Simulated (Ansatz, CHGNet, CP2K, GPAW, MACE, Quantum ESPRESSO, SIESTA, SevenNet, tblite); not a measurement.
# Which run comes nearest? C(111) slab, H on the bottom face (99 atoms)

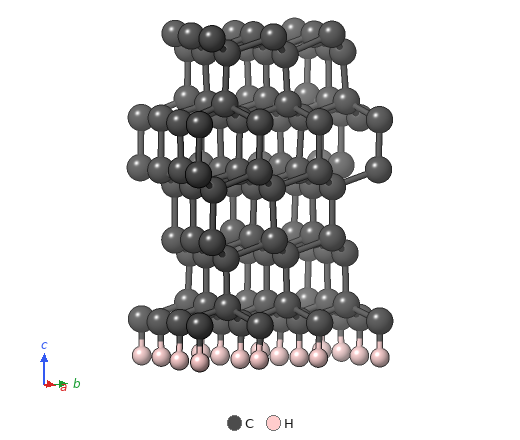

The cell (carbon dark grey, hydrogen pink). Some periodic images of atoms are drawn too.

The cell holds 99 atoms: 90 C and 9 H. Its edges and angles: a = 7.567 Å, b = 7.567 Å, c = 21.842 Å, α = 90.0°, β = 90.0°, γ = 120.0°. It derives from C (diamond-structure). Diamond-structure C (a = 3.567 Å), (111) slab of 10 atomic planes, 3 x 3 surface cells, H on the broken bonds of the bottom face, 12 Å of vacuum; displaced by a Gaussian of 0.02 Å. Then every atom was moved at random, 0.03 Å r.m.s. a Cartesian component (hydrogen 0.6 of that). Regions: slab, 90 atoms (90 C); hydrogen, 9 atoms (9 H). Vacuum lies along c.

Geometry: as built.

The reference, a calculation:

```
method                 : Kohn-Sham DFT, PBE, SSSP efficiency 1.3.0 pseudopotentials, plane waves (Quantum ESPRESSO 7.5); sssp-pbe-1.3.0-efficiency, cutoffs 45/360 Ry, Γ point
r.m.s. force component : 1.864 eV/Å
longest force          : 6.662 eV/Å
time                   : 3.4 min on 4 MPI ranks of Intel Xeon 6975P-C (Granite Rapids), shared host
CPU time               : 14 min
```

Runs, in no order:
A. MACE MPA-0 medium potential: machine-learned interatomic potential MACE MPA-0 medium, trained on PBE(+U) plane-wave data
B. SevenNet 0 potential: machine-learned interatomic potential SevenNet 0, trained on PBE(+U) plane-wave data
C. CP2K PBE, DZVP-UZH, 450/50 Ry, diagonalisation: Kohn-Sham DFT, PBE, GTH-PBE pseudopotentials, Gaussian and plane waves, DZVP-MOLOPT (UZH set), diagonalisation
D. GPAW PBE, plane waves 550 eV: Kohn-Sham DFT, PBE, PAW, plane waves
E. GPAW PBE, LCAO dzp, h 0.2 Å: Kohn-Sham DFT, PBE, PAW, atomic orbitals (dzp)

Q: Order them from the smallest to the largest r.m.s. force difference.

D, C, E, A, B.

```
                                              run  Δ force, r.m.s. (meV/Å)  share of r.m.s. force (%)  CPU time
                  D. GPAW PBE, plane waves 550 eV                     10.2                      0.546   9.6 min
C. CP2K PBE, DZVP-UZH, 450/50 Ry, diagonalisation                     54.0                       2.89    35 min
                   E. GPAW PBE, LCAO dzp, h 0.2 Å                      139                       7.45   6.2 min
                   A. MACE MPA-0 medium potential                      334                       17.9      11 s
                          B. SevenNet 0 potential                      597                       32.0     9.4 s
```

The electron count is odd in these runs, and they have no spin polarisation, so the unpaired electron is spread evenly over both spins. Machine-learned potentials mimic data converged in k, so the reference's own k-point error enters their differences. The runs have no spin polarisation, so any moments at edges, vacancies or dangling bonds can't form. The electronic-structure runs sample only Γ, in a cell whose shortest periodic width is 7 Å, which is coarse for a cell with partly filled levels.

[Logs are printed without paths, hosts, clocks, repeated set-up lines and the standing remarks that a program may print on its own settings, such as how far it seeks lower states.]

[Hosts, paths, dates, database ids (printed as entryN), source tags and the programs' standing remarks are cut or masked in the printed files.]
